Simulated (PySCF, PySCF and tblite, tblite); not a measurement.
# C₄H₁₁ClSi₂: conformers and averaged spectra, part 1 of 2

Aim: find the conformers of C₄H₁₁ClSi₂ (`Cl[SiH]1CC[SiH2]CC1`), weigh them, and average their properties.

Computed with tblite 0.8.0 (tight binding) and PySCF 2.14.0 (DFT, with response routines of our own); each step states its level. Atoms count from 0 throughout.

## 1. The starting structure

18 atoms, charge 0, multiplicity 1; geometry from: MMFF94s geometry.

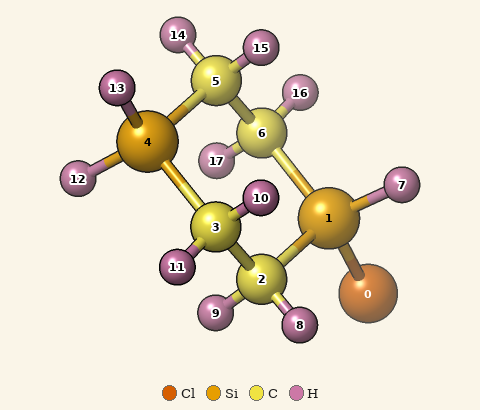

The starting geometry (chlorine orange, silicon amber, carbon yellow, hydrogen pink), atoms numbered.

## 2. GFN2-xTB relaxation, conformer 1

What the job is given:

```
{"job": {"xc": "GFN2-xTB", "basis": "xTB", "kind": "relax"}, "charge": 0, "multiplicity": 1}
Cl     2.848900    -1.068300     1.903000
Si     1.547300    -0.721100     0.342800
C      1.238600     1.134200     0.182500
C      0.092500     1.527000    -0.800400
Si    -1.604100     0.739200    -0.396300
C     -1.275100    -1.129500    -0.242500
C     -0.133900    -1.508600     0.727700
H      2.131600    -1.276800    -0.894100
H      2.162000     1.616600    -0.149000
H      0.996900     1.531700     1.181400
H      0.363300     1.220400    -1.813600
H     -0.028300     2.605900    -0.794300
H     -2.105700     1.268300     0.900700
H     -2.563700     1.009000    -1.500000
H     -2.201500    -1.604700     0.086100
H     -1.043700    -1.510400    -1.229800
H     -0.014900    -2.598100     0.733000
H     -0.418900    -1.228500     1.751400
```

Started as:

```
$ OMP_NUM_THREADS=1 python ens_run.py task.json out
```

This one command runs the whole study; its stages follow in the order run.

Log:

```text
step      E/eV     max force
  0    -604.42147    0.714
  1    -604.44487    0.375
  2    -604.45984    0.270
  3    -604.47122    0.305
  4    -604.48085    0.220
  5    -604.48608    0.149
  6    -604.49001    0.183
  7    -604.49301    0.184
  8    -604.49465    0.100
  9    -604.49543    0.065
 10    -604.49603    0.058
 11    -604.49671    0.088
 12    -604.49746    0.092
 13    -604.49815    0.076
 14    -604.49872    0.052
 15    -604.49926    0.061
 16    -604.49989    0.075
 17    -604.50064    0.075
 18    -604.50131    0.059
 19    -604.50173    0.044
 20    -604.50195    0.038
 21    -604.50195    0.038
 22    -604.50205    0.030
 23    -604.50228    0.029
 24    -604.50235    0.026
 25    -604.50245    0.026
 26    -604.50250    0.025
 27    -604.50256    0.020
 28    -604.50263    0.023
 29    -604.50270    0.021
 30    -604.50277    0.026
 31    -604.50284    0.026
 32    -604.50293    0.026
 33    -604.50303    0.028
 34    -604.50313    0.018
 35    -604.50320    0.022
 36    -604.50325    0.023
 37    -604.50331    0.026
 38    -604.50336    0.023
 39    -604.50339    0.013
 40    -604.50342    0.015
 41    -604.50345    0.018
 42    -604.50348    0.014
 43    -604.50350    0.012
 44    -604.50352    0.007
 45    -604.50353    0.007
 46    -604.50353    0.007
 47    -604.50354    0.006
 48    -604.50354    0.005
 49    -604.50354    0.004
```

Run time: 0.32 s. Hardware: 1 thread of Arm Neoverse V2, shared host.

Relaxing gained 0.082 eV and moved the atoms by 0.06 Å on average (rms).

GFN2-xTB relaxation, conformer 2:

What the job is given:

```
{"job": {"xc": "GFN2-xTB", "basis": "xTB", "kind": "relax"}, "charge": 0, "multiplicity": 1}
Cl     0.133200     1.991000     2.268400
Si     0.242800     1.741100     0.230200
C     -1.355400     0.943900    -0.377500
C     -1.622600    -0.492900     0.075900
Si    -0.244100    -1.747500    -0.323100
C      1.358000    -0.960800     0.321100
C      1.626800     0.489900    -0.144900
H      0.507600     3.057700    -0.391400
H     -1.336500     0.973600    -1.476200
H     -2.207800     1.577300    -0.061000
H     -2.557000    -0.862200    -0.367400
H     -1.769000    -0.520700     1.173500
H     -0.501800    -3.054900     0.325600
H     -0.143000    -1.891100    -1.806800
H      1.320400    -0.984700     1.421400
H      2.200300    -1.592000     0.027900
H      1.784900     0.498700    -1.223600
H      2.554400     0.839800     0.316100
```

Log:

```text
step      E/eV     max force
  0    -604.37815    0.774
  1    -604.40559    0.340
  2    -604.41864    0.275
  3    -604.42891    0.272
  4    -604.43969    0.300
  5    -604.44730    0.213
  6    -604.45175    0.184
  7    -604.45443    0.148
  8    -604.45612    0.097
  9    -604.45708    0.074
 10    -604.45774    0.064
 11    -604.45833    0.067
 12    -604.45901    0.101
 13    -604.45970    0.094
 14    -604.46026    0.051
 15    -604.46070    0.048
 16    -604.46121    0.057
 17    -604.46193    0.081
 18    -604.46279    0.081
 19    -604.46347    0.051
 20    -604.46385    0.044
 21    -604.46411    0.042
 22    -604.46441    0.043
 23    -604.46469    0.042
 24    -604.46486    0.028
 25    -604.46486    0.028
 26    -604.46491    0.022
 27    -604.46500    0.022
 28    -604.46505    0.023
 29    -604.46516    0.024
 30    -604.46525    0.026
 31    -604.46534    0.025
 32    -604.46541    0.021
 33    -604.46549    0.019
 34    -604.46557    0.020
 35    -604.46562    0.017
 36    -604.46567    0.016
 37    -604.46572    0.019
 38    -604.46577    0.018
 39    -604.46582    0.016
 40    -604.46586    0.012
 41    -604.46588    0.011
 42    -604.46591    0.011
 43    -604.46594    0.012
 44    -604.46597    0.011
 45    -604.46599    0.010
 46    -604.46600    0.008
 47    -604.46601    0.007
 48    -604.46602    0.007
 49    -604.46602    0.007
 50    -604.46603    0.005
 51    -604.46603    0.005
 52    -604.46604    0.006
 53    -604.46605    0.007
 54    -604.46605    0.007
 55    -604.46606    0.005
 56    -604.46606    0.004
```

Wall time 0.39 s (1 thread of Arm Neoverse V2, shared host).

Gain 0.088 eV; displacement 0.07 Å root mean square.

## 3. GFN2-xTB relaxation, conformer 3

What the job is given:

```
{"job": {"xc": "GFN2-xTB", "basis": "xTB", "kind": "relax"}, "charge": 0, "multiplicity": 1}
Cl    -2.574200     1.436600     1.676700
Si    -1.589100     0.824500    -0.009600
C     -1.279800    -1.056900     0.119000
C     -0.007400    -1.546500    -0.585100
Si     1.617300    -0.847500     0.127900
C      1.227600     0.917900     0.719900
C      0.124500     1.652900    -0.062400
H     -2.377800     1.183700    -1.192700
H     -2.151100    -1.563300    -0.322200
H     -1.265300    -1.333300     1.180700
H     -0.047700    -1.309500    -1.646600
H      0.038400    -2.649600    -0.500600
H      2.087900    -1.664100     1.271600
H      2.639400    -0.810900    -0.961500
H      0.952500     0.863600     1.784100
H      2.155500     1.504200     0.681500
H      0.415700     1.738200    -1.109800
H      0.024800     2.666300     0.325300
```

Log:

```text
step      E/eV     max force
  0    -604.36749    0.590
  1    -604.38363    0.284
  2    -604.39377    0.221
  3    -604.40205    0.237
  4    -604.40861    0.197
  5    -604.41338    0.165
  6    -604.41745    0.175
  7    -604.42081    0.126
  8    -604.42303    0.103
  9    -604.42424    0.067
 10    -604.42509    0.059
 11    -604.42595    0.069
 12    -604.42676    0.078
 13    -604.42737    0.059
 14    -604.42776    0.038
 15    -604.42776    0.038
 16    -604.42794    0.035
 17    -604.42847    0.038
 18    -604.42863    0.039
 19    -604.42891    0.030
 20    -604.42908    0.033
 21    -604.42929    0.032
 22    -604.42950    0.039
 23    -604.42975    0.035
 24    -604.43000    0.036
 25    -604.43019    0.035
 26    -604.43034    0.025
 27    -604.43047    0.030
 28    -604.43062    0.036
 29    -604.43080    0.035
 30    -604.43101    0.036
 31    -604.43124    0.031
 32    -604.43143    0.023
 33    -604.43156    0.029
 34    -604.43164    0.021
 35    -604.43170    0.018
 36    -604.43177    0.025
 37    -604.43187    0.028
 38    -604.43199    0.026
 39    -604.43209    0.020
 40    -604.43215    0.020
 41    -604.43220    0.017
 42    -604.43224    0.021
 43    -604.43227    0.017
 44    -604.43230    0.012
 45    -604.43232    0.010
 46    -604.43234    0.012
 47    -604.43236    0.011
 48    -604.43237    0.006
 49    -604.43237    0.003
```

It took 0.33 s on 1 thread of Arm Neoverse V2, shared host.

Relaxing gained 0.065 eV and moved the atoms by 0.07 Å on average (rms).

## 4. Shieldings, conformer 1: PBE0/pcSseg-1

What the job is given:

```
{"job": {"xc": "PBE0", "basis": "pcSseg-1", "kind": "nmr", "pop": true}, "charge": 0, "multiplicity": 1}
Cl     2.829235    -1.077630     1.814757
Si     1.497185    -0.702103     0.327638
C      1.224170     1.174696     0.187565
C      0.115482     1.527645    -0.807605
Si    -1.552007     0.722334    -0.369255
C     -1.266119    -1.155047    -0.247661
C     -0.165084    -1.523730     0.750283
H      2.063200    -1.251878    -0.910306
H      2.152255     1.671824    -0.106612
H      0.961989     1.580155     1.168226
H      0.421048     1.209449    -1.806385
H      0.003507     2.612626    -0.855239
H     -2.034073     1.239548     0.919428
H     -2.535523     1.009587    -1.420000
H     -2.194244    -1.655204     0.035964
H     -0.998264    -1.546114    -1.231227
H     -0.052532    -2.610486     0.786719
H     -0.478984    -1.219355     1.752052
```

Log:

```text
coarse grid: 16040 points
cycle   1  E = -1197.5528311702  dE =  5.420e-01  |g| = 4.879e-01  |ddm| = 3.792e+00
cycle   2  E = -1197.5303442707  dE =  2.249e-02  |g| = 5.732e-01  |ddm| = 9.473e-01
cycle   3  E = -1197.6141456916  dE = -8.380e-02  |g| = 5.329e-02  |ddm| = 5.507e-01
cycle   4  E = -1197.6148001146  dE = -6.544e-04  |g| = 2.260e-02  |ddm| = 9.263e-02
cycle   5  E = -1197.6149161183  dE = -1.160e-04  |g| = 3.818e-03  |ddm| = 3.003e-02
cycle   6  E = -1197.6149197087  dE = -3.590e-06  |g| = 1.128e-03  |ddm| = 5.982e-03
final grid: 139528 points
cycle   7  E = -1197.6539892201  dE = -3.112e-05  |g| = 8.290e-03  |ddm| = 2.406e-02
cycle   8  E = -1197.6539781927  dE =  1.103e-05  |g| = 1.040e-02  |ddm| = 1.602e-02
cycle   9  E = -1197.6540059738  dE = -2.778e-05  |g| = 7.372e-04  |ddm| = 9.518e-03
cycle  10  E = -1197.6540060766  dE = -1.028e-07  |g| = 1.881e-04  |ddm| = 1.082e-03
cycle  11  E = -1197.6540060854  dE = -8.758e-09  |g| = 3.765e-05  |ddm| = 2.670e-04
cycle  12  E = -1197.6540060857  dE = -3.224e-10  |g| = 9.272e-06  |ddm| = 5.340e-05
converged SCF energy = -1197.6540060857

GIAO shielding tensors (ppm)
atom      isotropic    diamagn.    paramagn.     s11        s22        s33       span
  0 Cl     971.236    1147.704    -176.468    946.057    965.330   1002.322     56.265
  1 Si     344.736     877.788    -533.052    309.826    356.128    368.254     58.428
  2 C      170.006     252.491     -82.485    161.333    166.461    182.223     20.890
  3 C      179.810     251.933     -72.124    174.426    179.703    185.301     10.876
  4 Si     393.998     880.080    -486.081    368.439    392.725    420.831     52.391
  5 C      179.812     251.929     -72.117    174.420    179.708    185.309     10.890
  6 C      170.008     252.489     -82.481    161.322    166.465    182.237     20.914
  7 H       26.578      28.770      -2.192     22.744     25.686     31.304      8.561
  8 H       30.086      29.612       0.474     24.282     29.163     36.815     12.533
  9 H       30.595      31.472      -0.878     26.755     29.903     35.127      8.372
 10 H       30.881      31.448      -0.567     26.857     28.990     36.796      9.939
 11 H       30.496      29.730       0.767     24.680     28.138     38.671     13.992
 12 H       27.659      29.570      -1.911     24.730     25.410     32.838      8.108
 13 H       27.658      29.033      -1.375     24.217     25.006     33.750      9.533
 14 H       30.496      29.729       0.767     24.679     28.138     38.672     13.992
 15 H       30.881      31.447      -0.567     26.855     28.990     36.796      9.941
 16 H       30.087      29.613       0.474     24.283     29.163     36.816     12.533
 17 H       30.596      31.476      -0.879     26.755     29.905     35.129      8.374
```

Wall time 31 s (1 thread of Arm Neoverse V2, shared host); peak memory 0.82 GiB.

Key values: HOMO -7.75 eV, LUMO 0.55 eV; dipole 1.74 D.

Orbitals, density, ELF and potential are computed afterwards from the orbital file.

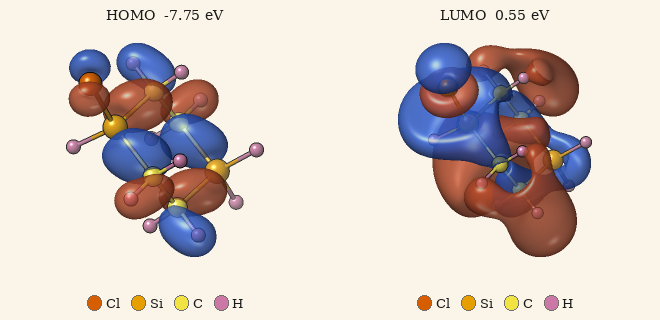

Frontier orbitals at PBE0/pcSseg-1; each surface holds 70 % of the orbital's density, blue and red mark the sign.

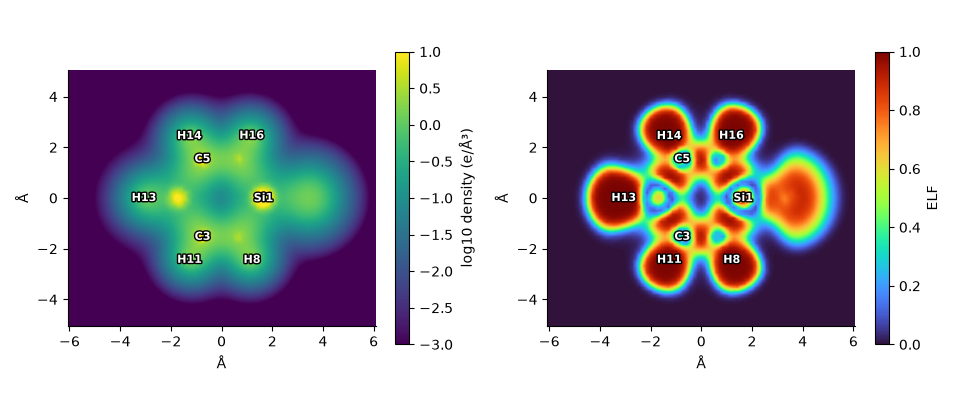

Density (left) and ELF (right) in a plane through or near 8 of the atoms.

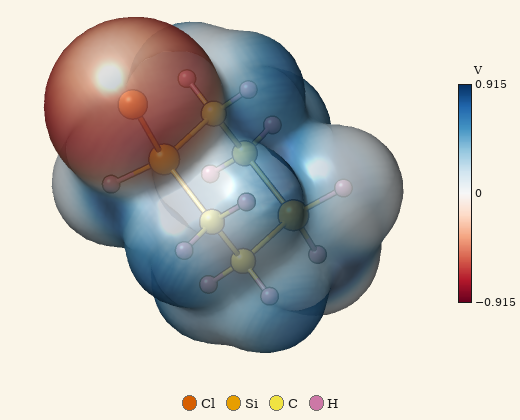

Electrostatic potential on the surface of density 0.002 e/bohr³; red is low, blue high. It runs, from the 1st to the 99th percentile, from -0.62 V near Cl0 to 0.91 V near H10.

(Continued in part 2 of 2.)
